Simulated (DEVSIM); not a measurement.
Structure: abrupt InP p-n junction, at 250 K.

```csv
layer (left to right),material,thickness (μm),Nd (cm⁻³),Na (cm⁻³),τn (s),τp (s)
1,InP,0.250,-,1.1e15,1.1e-10,3.8e-10
2,InP,3.60,3.5e15,-,3.8e-10,3.8e-10
```

Left contact: ohmic. Right contact: ohmic. Voltage is applied to the left contact. Recombination: SRH at mid-gap, radiative. Mobility is constant in doping.

Constants are typed, rounded textbook-type inputs, not results; the design itself was drawn at random and stands for no fabricated device. Values at 300 K; Nc and Nv go as T^1.5, mobilities as T to minus their exponent, the gap by Varshni's rule with the affinity fixed.

```tsv
parameter	InP
gap (eV)	1.344
affinity (eV)	4.38
permittivity	12.5
Nc (cm⁻³)	5.7e17
Nv (cm⁻³)	1.1e19
μn (cm²/Vs)	5200
μp (cm²/Vs)	170
T exponent of μn	2
T exponent of μp	2
B (cm³/s)	1.2e-10
Varshni α (eV/K)	0.000363
Varshni β (K)	162
```

Simulated with DEVSIM: 1D drift-diffusion, Boltzmann statistics, complete ionisation; no tunnelling, impact ionisation, image-force lowering or self-heating.

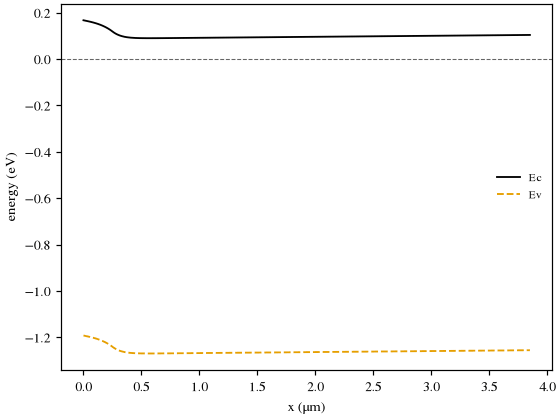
Band edges at 1.0 V on the left contact

Energies count from the Fermi level of the right contact; mesh points crowd at the junctions.

| x (μm) | Ec (eV) | Ev (eV) | n (cm⁻³) | p (cm⁻³) | field (V/cm) |
|---|---|---|---|---|---|
| 0.000 | 0.167 | -1.192 | < 1e2 | 1.1e15 | -1000 |
| 0.01748 | 0.165 | -1.194 | 1.3e13 | 1.0e15 | -1100 |
| 0.04514 | 0.162 | -1.197 | 3.5e13 | 8.7e14 | -1100 |
| 0.08507 | 0.157 | -1.202 | 7.5e13 | 6.8e14 | -1300 |
| 0.1646 | 0.144 | -1.216 | 2.2e14 | 3.5e14 | -2200 |
| 0.2071 | 0.133 | -1.227 | 4.0e14 | 2.1e14 | -2900 |
| 0.2339 | 0.125 | -1.235 | 6.2e14 | 1.4e14 | -3400 |
| 0.2542 | 0.117 | -1.242 | 8.9e14 | 9.7e13 | -3700 |
| 0.2759 | 0.110 | -1.250 | 1.3e15 | 6.8e13 | -2900 |
| 0.3140 | 0.101 | -1.258 | 1.9e15 | 4.3e13 | -1800 |
| 0.3747 | 0.094 | -1.266 | 2.7e15 | 2.8e13 | -750 |
| 0.5459 | 0.090 | -1.270 | 3.5e15 | 1.6e13 | -16 |
| 0.7884 | 0.091 | -1.269 | 3.5e15 | 9.2e12 | 43 |
| 1.214 | 0.092 | -1.267 | 3.5e15 | 3.7e12 | 44 |
| 2.191 | 0.097 | -1.263 | 3.5e15 | 4.6e11 | 43 |
| 2.917 | 0.100 | -1.260 | 3.5e15 | 9.7e10 | 43 |
| 3.329 | 0.102 | -1.258 | 3.5e15 | 3.7e10 | 43 |
| 3.551 | 0.103 | -1.257 | 3.5e15 | 1.9e10 | 43 |
| 3.724 | 0.103 | -1.256 | 3.5e15 | 7.6e9 | 43 |
| 3.789 | 0.104 | -1.256 | 3.5e15 | 3.7e9 | 43 |
| 3.826 | 0.104 | -1.256 | 3.5e15 | 1.5e9 | 43 |
| 3.850 | 0.104 | -1.256 | 3.5e15 | < 1e2 | 43 |
